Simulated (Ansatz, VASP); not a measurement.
# Cross-check of CaO (Lime) between VASP and Ansatz

Wanted: the spread between two codes on one cell, functional and k mesh. The cell is taken from a series of VASP runs on this material, whose earlier steps may have relaxed, scaled or displaced it; both programs get it as it stands. Other levels of theory on this material are compared in a session of their own. Valence electrons are named where the data sets of a main pair hold unlike numbers.

Calculated with Ansatz 0.2.0; plane waves, with VASP 6.6.1 beside it; band structure at PBE with D3(BJ).

### 1. Set-up

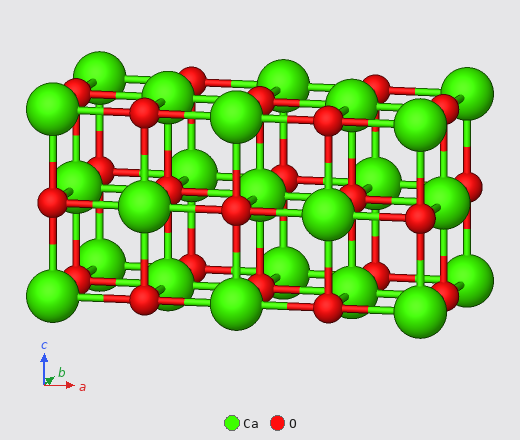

The cell as given, slightly off an axis (calcium green, oxygen red). 2×1×1 cells are drawn. This picture shows the conventional cell, with its axes. Some periodic images of atoms are drawn too.

### 2. Ansatz: band structure, PBE with D3(BJ)

Ansatz runs on its default PAW (the set named soft_2) files.

The same path points are solved in both programs, so levels can be compared one by one.

The input, input.yaml:

```yaml
crystal:
  lattice:
    - [0.0, 2.3961214898, 2.3961214898]
    - [2.3961214898, 0.0, 2.3961214898]
    - [2.3961214898, 2.3961214898, 0.0]
  atoms:
    - { symbol: Ca, position: [0.0, 0.0, 0.0] }
    - { symbol: O, position: [0.5, 0.5, 0.5] }
hamiltonian:
  xc: pbe
  pseudopotentials: { kind: paw }
  dispersion: d3bj
kpoints:
  mp_grid: { grid: [8, 8, 8] }
  band_path:
    path:
      - [0.0, 0.0, 0.0]
      - [0.16667, 0.0, 0.16667]
      - [0.33333, 0.0, 0.33333]
      - [0.5, 0.0, 0.5]
      - [0.5, 0.08333, 0.58333]
      - [0.5, 0.18333, 0.68333]
      - [0.5, 0.25, 0.75]
      - [0.45, 0.3, 0.75]
      - [0.40833, 0.34167, 0.75]
      - [0.35, 0.35, 0.7]
      - [0.225, 0.225, 0.45]
      - [0.075, 0.075, 0.15]
      - [0.03333, 0.03333, 0.03333]
      - [0.23333, 0.23333, 0.23333]
      - [0.4, 0.4, 0.4]
      - [0.51667, 0.46667, 0.51667]
      - [0.55833, 0.38333, 0.55833]
      - [0.60833, 0.28333, 0.60833]
      - [0.60833, 0.25, 0.64167]
      - [0.55833, 0.25, 0.69167]
      - [0.51667, 0.25, 0.73333]
      - [0.5, 0.3, 0.7]
      - [0.5, 0.38333, 0.61667]
      - [0.5, 0.48333, 0.51667]
      - [0.475, 0.475, 0.55]
      - [0.425, 0.425, 0.65]
      - [0.38333, 0.38333, 0.73333]
      - [0.59167, 0.18333, 0.59167]
      - [0.55, 0.1, 0.55]
      - [0.5, 0.0, 0.5]
    npoints: 1
scf:
  occupations: { method: gaussian, width: 0.05 }
  n_extra_bands: 7
output:
  forces: true
  stress: true
  eigenvalues: true
  write_density: true
  write_potential: true
  elf: true
  volumetric_format: npy
```

Launch:

```console
$ ansatz run input.yaml --threads 2 --pin off --max-ram 4608MiB --backend cpu --events-out ev --progress --plain --runs-dir out
```

Numbers of over 12 decimals in the logs are rounded to 6 here.

Output:

```text
scf.n_extra_bands = 7 over 8 filled bands (N_el = 16.0): the run solves 15 bands
Engine: ansatz 0.2.0, aarch64-unknown-linux-gnu
Pseudopotentials: kind: paw
Pseudopotential: Ca, paw, valence charge 10, recommended cutoff 420 eV (normal), Ca.paw.azcp
Pseudopotential: O, paw, valence charge 6, recommended cutoff 420 eV (normal), O.paw.azcp
Functional definition: PBE
  parameter kappa = 0.804
  parameter beta = 0.066725
  exchange = pbe_x(kappa = kappa, mu = beta*pi^2/3)
  correlation = pbe_c(beta = beta)
Crystal: 2 atoms, lattice volume = 27.514 Å³
Basis set: ecut = 420 eV, 537 PW (Γ), exchange–correlation on 48×48×48 points (8 copies of the dense FFT grid, shifted against one another)
Bands: 15, of which v1, the nominal top of the filled ones, is band 8 counted from 1 (7 counted from 0)
Symmetry: 48 space group operations
Space group: Fm-3m (ITA 225), of the structure as read, at distance tolerance 3.0e-5 Å
k-points: 29 of 512
Non-local potential: Ca, projectors of the file, l = 0: 3, l = 1: 2, l = 2: 2
Non-local potential: O, projectors of the file, l = 0: 2, l = 1: 2, l = 2: 1
PAW form: soft (Blöchl's): semilocal exchange-correlation on the pseudo side does not see the compensation charge
PAW one-centre angular grid: Ca, 110 points (default); XC on 64 Gauss nodes
PAW one-centre angular grid: O, 110 points (default); XC on 64 Gauss nodes
Initial density: superposition of atomic densities (neutral atoms: chi_scale 0, normalization atom), corrected by the library's trained network
Initial wavefunctions: pseudopotential atomic-orbital guess
Functional: x = pbe(κ = 0.804, μ = 0.219515), c = pbe(β = 0.066725)
SCF iter   1: F=—  HF=-2388.266810 eV  |F-HF|=—  |Δ(HF+E_count)|=         —  Δρ=6.85e-4  dr2=6.96e-5  ethr=1.77e-3  ⟨swp⟩=7.5  Hψ=2941  notcnv=0  defer=12
preconditioner: auto → none  [insulator: Δε(μ)=3.651 eV  Ē_g=20.035 eV  σ=0.050 eV  W_gap=1.00  n_scr=8 (ndim 8)  ℏωp=26.5 eV  f_vac=0.000  D(μ)=0.00/eV (n_scr^D=0)  ε∞_Penn≈2.7]
SCF iter   2: F=—  HF=-2388.266878 eV  |F-HF|=—  |Δ(HF+E_count)|=   6.84e-5  Δρ=5.75e-4  dr2=8.84e-5  ethr=4.35e-7  ⟨swp⟩=2.4  Hψ=905  notcnv=0  defer=21
SCF iter   3: F=—  HF=-2388.266892 eV  |F-HF|=—  |Δ(HF+E_count)|=   1.43e-5  Δρ=3.45e-4  dr2=3.22e-5  ethr=4.35e-7  ⟨swp⟩=1.0  Hψ=400  notcnv=0  defer=21
SCF iter   4: F=—  HF=-2388.266916 eV  |F-HF|=—  |Δ(HF+E_count)|=   2.40e-5  Δρ=4.37e-5  dr2=2.28e-7  ethr=2.01e-7  ⟨swp⟩=2.0  Hψ=485  notcnv=0  defer=21
SCF iter   5: F=—  HF=-2388.266917 eV  |F-HF|=—  |Δ(HF+E_count)|=   6.16e-7  Δρ=4.47e-5  dr2=5.80e-7  ethr=1.43e-9  ⟨swp⟩=2.1  Hψ=512  notcnv=0  defer=21
SCF iter   6: F=-2388.266917 eV  HF=-2388.266917 eV  |F-HF|=8.07e-8  |Δ(HF+E_count)|=   1.08e-7  Δρ=1.80e-5  dr2=9.27e-8  ethr=6.25e-10  ⟨swp⟩=8.9  Hψ=2506  notcnv=0
SCF 1 converged in 6 iterations: F = -2388.266917 eV  dr2 = 9.27e-8
  greatest PAW one-centre occupation: 0.995 electrons in one spin orbital (limit 2), on the Ca atom at site 0 (counted from 0), in its partial waves of l = 0
NSCF: frozen V_eff on 30 k-points
SCF converged after 6 iterations
Free energy (F): -2388.266917 eV
Harris-Foulkes:  -2388.266917 eV  (|F-HF|=8.07e-8)
Internal energy: -2388.266917 eV  (E = F + TS)
E sigma→0 (E₀):  -2388.266917 eV
Fermi energy:    9.618333 eV
--- Per-component energies (eV) ---
  E_band       = -99.119755
  E_kinetic    = 456.541392
  E_local      = -886.974341  (includes V_loc(G=0)·N_el)
  E_nonlocal   = 111.537992
  E_hartree    = 294.195944
  E_xc         = -213.405939
  E_vxc        = -268.509653  (∫ρ·V_xc dr)
  E_paw        = -1016.347539  (= ΣΔE_a)
  E_vpaw       = -100.105094  (= ΣTr[D̂ρ^β])
  E_aug_tail   = 0.002423  (compensation charges beyond the density's cutoff)
  E_ewald      = -1133.267338
  E_disp       = -0.549510  (pairwise vdW)
  E_smearing   = -0.000000  (= −TS)
  E_closure    = 0.000000  (closes the sum)
  Σ components = -2388.266917   (vs F -2388.266917, Δ=0.00e0)
--- Forces (eV/Å), atoms counted from 1 ---
  atom   1  Ca    -0.00000000     0.00000000    -0.00000000
  atom   2  O      0.00000000    -0.00000000    -0.00000000
  max |Σ_I F_I| component: 1.51e-29 eV/Å
--- Stress (GPa, compression-positive) ---
       -0.624206      -0.000000       0.000000
       -0.000000      -0.624206      -0.000000
       -0.000000      -0.000000      -0.624206
  P = ⅓ Tr σ = -0.6242 GPa (-6.242 kbar)
--- Band table (eV; the first three rows and the last of 29) ---
  k-point 0: bands = [... 4 lower, -7.7410, 7.7919, 7.7919, 7.7919, 12.5958, 14.0521, 14.0521, 14.0521, ... 3 higher]
  k-point 1: bands = [... 4 lower, -7.5126, 7.2582, 7.5803, 7.5803, 13.2794, 14.0119, 14.3177, 14.3177, ... 3 higher]
  k-point 2: bands = [... 4 lower, -7.0529, 6.2561, 7.1270, 7.1270, 14.0829, 14.7403, 15.0150, 15.0150, ... 3 higher]
  k-point 28: bands = [... 4 lower, -7.1047, 6.5012, 6.7372, 6.7372, 14.1418, 14.1418, 16.2449, 17.3944, ... 3 higher]
```

It took 1.5 s on 2 threads of Arm Neoverse N1, shared host; peak memory 0.25 GiB; 2.2 s of CPU time.

### 3. VASP: band structure, PBE with D3(BJ)

The same cell, functional, mesh and smearing now go to VASP, with its own data sets.

Lines of VASP's logs that name or quote its potential files are left out, and so is its time.

The input, INCAR:

```
SYSTEM = CaO
PREC = Accurate
ENCUT = 520
EDIFF = 1E-06
NELM = 100
ISMEAR = 0
SIGMA = 0.05
LREAL = .FALSE.
ALGO = Normal
GGA = PE
IVDW = 12
NBANDS = 20
LORBIT = 11
LWAVE = .FALSE.
LCHARG = .FALSE.
KPAR = 2
```

The input, POSCAR:

```
CaO
1.0
    0.0000000000      2.3961214898      2.3961214898
    2.3961214898      0.0000000000      2.3961214898
    2.3961214898      2.3961214898      0.0000000000
Ca O
1 1
Direct
    0.0000000000      0.0000000000      0.0000000000
    0.5000000000      0.5000000000      0.5000000000
```

The input, KPOINTS:

```
Automatic mesh
0
Gamma
8 8 8
0 0 0
```

The input, KPOINTS_OPT:

```
Line mode
16
Line-mode
Reciprocal
  0.00000000   0.00000000   0.00000000 GAMMA
  0.50000000   0.00000000   0.50000000 X

  0.50000000   0.00000000   0.50000000 X
  0.50000000   0.25000000   0.75000000 W

  0.50000000   0.25000000   0.75000000 W
  0.37500000   0.37500000   0.75000000 K

  0.37500000   0.37500000   0.75000000 K
  0.00000000   0.00000000   0.00000000 GAMMA

  0.00000000   0.00000000   0.00000000 GAMMA
  0.50000000   0.50000000   0.50000000 L

  0.50000000   0.50000000   0.50000000 L
  0.62500000   0.25000000   0.62500000 U

  0.62500000   0.25000000   0.62500000 U
  0.50000000   0.25000000   0.75000000 W

  0.50000000   0.25000000   0.75000000 W
  0.50000000   0.50000000   0.50000000 L

  0.50000000   0.50000000   0.50000000 L
  0.37500000   0.37500000   0.75000000 K

  0.62500000   0.25000000   0.62500000 U
  0.50000000   0.00000000   0.50000000 X
```

PAW data sets: Ca_sv and O (PBE family, release 64).

Launch:

```console
$ mpirun -np 2 vasp_std
```

Output:

```text
[banner, memory and clock lines left out]
running    2 mpi-ranks, on    1 nodes
 distrk:  each k-point on    1 cores,    2 groups
 distr:  one band on    1 cores,    1 groups

 POSCAR found type information on POSCAR CaO
 POSCAR found :  2 types and       2 ions
 LDA part: xc-table for (Slater+PW92), standard interpolation
 POSCAR, INCAR and KPOINTS ok, starting setup
 FFT: planning ... GRIDC
 FFT: planning ... GRID_SOFT
 FFT: planning ... GRID
 WAVECAR not read
 entering main loop
       N       E                     dE             d eps       ncg     rms          rms(c)
DAV:   1     0.131082395624E+03    0.13108E+03   -0.78774E+03  1160   0.822E+02
DAV:   2    -0.920513199443E+01   -0.14029E+03   -0.12929E+03  1268   0.248E+02
DAV:   3    -0.143951710240E+02   -0.51900E+01   -0.51349E+01  1500   0.474E+01
DAV:   4    -0.145069505986E+02   -0.11178E+00   -0.11174E+00  1412   0.642E+00
DAV:   5    -0.145095565053E+02   -0.26059E-02   -0.26058E-02  1436   0.897E-01    0.857E+00
DAV:   6    -0.128772336721E+02    0.16323E+01   -0.29575E+00  1316   0.165E+01    0.358E+00
DAV:   7    -0.127997814234E+02    0.77452E-01   -0.29221E-01  1312   0.467E+00    0.182E+00
DAV:   8    -0.127983474971E+02    0.14339E-02   -0.89612E-02  1516   0.244E+00    0.532E-01
DAV:   9    -0.127959567565E+02    0.23907E-02   -0.44792E-03  1348   0.480E-01    0.119E-01
DAV:  10    -0.127966046861E+02   -0.64793E-03   -0.62949E-04  1308   0.187E-01    0.561E-02
DAV:  11    -0.127965773665E+02    0.27320E-04   -0.33240E-05  1564   0.654E-02    0.673E-03
DAV:  12    -0.127965776462E+02   -0.27976E-06   -0.74644E-06  1316   0.192E-02
   1 F= -.13345928E+02 E0= -.13345928E+02  d E =-.135390E-28
 Start KPOINTS_OPT (optional k-point list driver)
k-point batch [1-29\160]
       N       E                     dE             ncg
DAV:   1    -0.129774696596E+04   -0.16382E+05     1160
DAV:   2    -0.516970764541E+04   -0.38720E+04     1256
DAV:   3    -0.530569886589E+04   -0.13599E+03     1512
DAV:   4    -0.530837158225E+04   -0.26727E+01     1424
DAV:   5    -0.530841500499E+04   -0.43423E-01     1472
DAV:   6    -0.530841608074E+04   -0.10757E-02     1420
DAV:   7    -0.530841610796E+04   -0.27223E-04     1412
DAV:   8    -0.530841610854E+04   -0.58038E-06      912
[...]
k-point batch [146-160\160]
       N       E                     dE             ncg
DAV:   1     0.816128797536E+04   -0.11372E+05      600
DAV:   2     0.624217797340E+04   -0.19191E+04      660
DAV:   3     0.617496268951E+04   -0.67215E+02      828
DAV:   4     0.617378250602E+04   -0.11802E+01      672
DAV:   5     0.617376160664E+04   -0.20899E-01      816
DAV:   6     0.617376112198E+04   -0.48466E-03      652
DAV:   7     0.617376111005E+04   -0.11935E-04      812
DAV:   8     0.617376110980E+04   -0.25111E-06      452
```

From OUTCAR (step 3):

```text
ion  position               nearest neighbor table
   1  0.000  0.000  0.000-   2 2.40   2 2.40   2 2.40   2 2.40   2 2.40   2 2.40
   2  0.500  0.500  0.500-   1 2.40   1 2.40   1 2.40   1 2.40   1 2.40   1 2.40

  LATTYP: Found a face centered cubic cell.
 ALAT       =     4.7922429796

 Subroutine GETGRP returns: Found 48 space group operations
 (whereof 48 operations were pure point group operations)

The static configuration has the point symmetry O_h .

 Found     29 irreducible k-points:

   k-points           NKPTS =     29   k-points in BZ     NKDIM =     29   number of bands    NBANDS=     20

   dimension x,y,z NGX =    28 NGY =   28 NGZ =   28
   dimension x,y,z NGXF=    56 NGYF=   56 NGZF=   56

   ENCUT  =  520.0 eV  38.22 Ry    6.18 a.u.   6.30  6.30  6.30*2*pi/ulx,y,z

   NELECT =      16.0000    total number of electrons

 k-points in reciprocal lattice and weights: Automatic mesh
   0.00000000  0.00000000  0.00000000       0.002
   0.12500000  0.00000000  0.00000000       0.016
   0.25000000  0.00000000  0.00000000       0.016
   0.37500000  0.00000000  0.00000000       0.016
   0.50000000  0.00000000  0.00000000       0.008
   0.12500000  0.12500000  0.00000000       0.012
   0.25000000  0.12500000  0.00000000       0.047
   0.37500000  0.12500000  0.00000000       0.047
   0.50000000  0.12500000  0.00000000       0.047
[...]
-0.37500000  0.50000000  0.12500000       0.023
  -0.25000000  0.50000000  0.25000000       0.012

 average (electrostatic) potential at core
       1 -43.8889       2 -70.1520

 E-fermi :   2.7807

 k-point     1 :       0.0000    0.0000    0.0000
  band No.  band energies     occupation
    ...
      4     -15.9581      2.00000
      5     -13.1488      2.00000
      6       2.4007      2.00000
      7       2.4007      2.00000
      8       2.4007      2.00000
      9       7.1856      0.00000
     10       8.6468      0.00000
     11       8.6468      0.00000
     12       8.6468      0.00000
     13      10.1677      0.00000
    ...

 k-point     2 :       0.1250    0.0000    0.0000
  band No.  band energies     occupation
    ...
      4     -15.9663      2.00000
      5     -12.9176      2.00000
      6       1.8636      2.00000
      7       2.1867      2.00000
      8       2.1867      2.00000
      9       7.8704      0.00000
     10       8.6087      0.00000
     11       8.9140      0.00000
     12       8.9140      0.00000
     13      10.5407      0.00000
    ...

 k-point     3 :       0.2500    0.0000    0.0000
  band No.  band energies     occupation
    ...
      4     -15.9858      2.00000
      5     -12.4532      2.00000
      6       0.8560      2.00000
      7       1.7290      2.00000
      8       1.7290      2.00000
      9       8.6823      0.00000
     10       9.3332      0.00000
     11       9.6149      0.00000
     12       9.6149      0.00000
     13      11.4375      0.00000
    ...

 Edisp (eV)   -0.54935

  Total      -0.00332    -0.00332    -0.00332     0.00000    -0.00000     0.00000
  in kB      -0.19359    -0.19359    -0.19359     0.00000    -0.00000     0.00000
  external pressure =       -0.19 kB  Pullay stress =        0.00 kB

  energy-cutoff  :      520.00
  volume of cell :       27.51
      direct lattice vectors                 reciprocal lattice vectors
     0.000000000  2.396121490  2.396121490    -0.208670555  0.208670555  0.208670555
     2.396121490  0.000000000  2.396121490     0.208670555 -0.208670555  0.208670555
     2.396121490  2.396121490  0.000000000     0.208670555  0.208670555 -0.208670555

 POSITION                                       TOTAL-FORCE (eV/Angst)
 -----------------------------------------------------------------------------------
      0.00000      0.00000      0.00000        -0.000000     -0.000000     -0.000000
      2.39612      2.39612      2.39612         0.000000      0.000000      0.000000
 -----------------------------------------------------------------------------------
    total drift:                                0.000000      0.000000      0.000000

  FREE ENERGIE OF THE ION-ELECTRON SYSTEM (eV)
  ---------------------------------------------------
  free  energy   TOTEN  =       -13.3459280964 eV

  energy  without entropy=      -13.3459280964  energy(sigma->0) =      -13.34592810

 total charge
# of ion       s       p       d       tot
------------------------------------------
    1        2.042   5.883   0.305   8.230
    2        1.550   3.456   0.000   5.006
--------------------------------------------------
tot          3.592   9.339   0.305  13.236

[... 3 further parts left out ...]
```

The run ends at a pressure of -0.02 GPa.

### 4. Comparison

Known differences besides the potentials themselves: the cutoff is 420 eV in Ansatz and 520 eV in VASP; VASP leaves aspherical gradient terms in its spheres out (LASPH is not set), Ansatz keeps them. Total energies have different zeros and are not compared.

Both answers:

```csv
quantity,Ansatz,VASP,difference
pressure (GPa),-0.62,-0.02,-0.60
pressure without Ansatz's Pulay correction (GPa),-1.04,-0.02,-1.02
gap over the path points (eV),3.653,3.632,+0.021
```

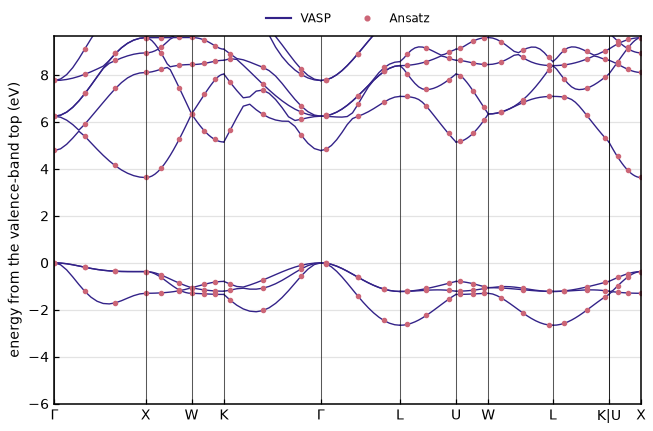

Bands from VASP (lines) and levels from Ansatz (dots). Dots without a line are higher empty bands that the VASP plot leaves out.

Levels at points of the path, from each program's valence-band top (eV; 3 filled, then empty):

```
k (reciprocal lattice)                            Ansatz                              VASP
     0.000 0.000 0.000     0.00 0.00 0.00 4.80 6.26 6.26     0.00 0.00 0.00 4.79 6.25 6.25
     0.167 0.000 0.167  -1.21 -0.19 -0.19 5.40 5.93 7.22  -1.22 -0.19 -0.19 5.39 5.91 7.21
     0.333 0.000 0.333  -1.70 -0.36 -0.36 4.15 7.44 8.62  -1.70 -0.36 -0.36 4.13 7.43 8.62
     0.500 0.000 0.500  -1.29 -0.37 -0.37 3.65 8.12 8.95  -1.30 -0.37 -0.37 3.63 8.11 8.95
     0.500 0.083 0.583  -1.28 -0.62 -0.52 4.05 8.26 8.94  -1.28 -0.62 -0.52 4.03 8.25 8.94
     0.500 0.183 0.683  -1.18 -1.15 -0.86 5.29 7.45 8.42  -1.19 -1.16 -0.87 5.28 7.44 8.42
     0.500 0.250 0.750  -1.29 -1.05 -1.05 6.35 6.35 8.45  -1.30 -1.06 -1.06 6.34 6.34 8.45
     0.450 0.300 0.750  -1.31 -1.15 -0.91 5.63 7.19 8.50  -1.32 -1.16 -0.92 5.62 7.18 8.50
     0.408 0.342 0.750  -1.33 -1.20 -0.81 5.26 7.81 8.60  -1.34 -1.20 -0.82 5.25 7.81 8.59
     0.350 0.350 0.700  -1.59 -1.16 -0.90 5.68 7.68 8.70  -1.59 -1.16 -0.91 5.67 7.68 8.70
```

Among the levels compared at these points, filled levels agree within 14 meV and empty ones within 21 meV. Ansatz's pressure holds a Pulay correction of 0.41 GPa; VASP's holds none.

### 5. Results

* largest difference of a filled level at the path points (band structure, PBE with D3(BJ)): 14 meV
* difference in pressure (band structure, PBE with D3(BJ)): -0.60 GPa

**Reading.** The difference in pressure is -0.60 GPa (band structure, PBE with D3(BJ)), within the 1 GPa picked in this series as the mark of a large difference. 4 further runs of this series are not shown here. How closely two codes agree says nothing of how well the functional describes the real material.

[Lines on the potential files, build, host, timing and source positions are cut from VASP's logs without a mark.]

[Logs are printed without paths, hosts, clocks, repeated set-up lines and the standing remarks that a program may print on its own settings, such as how far it seeks lower states.]

[Hosts, paths, dates, database ids (printed as entryN), source tags and the programs' standing remarks are cut or masked in the printed files.]
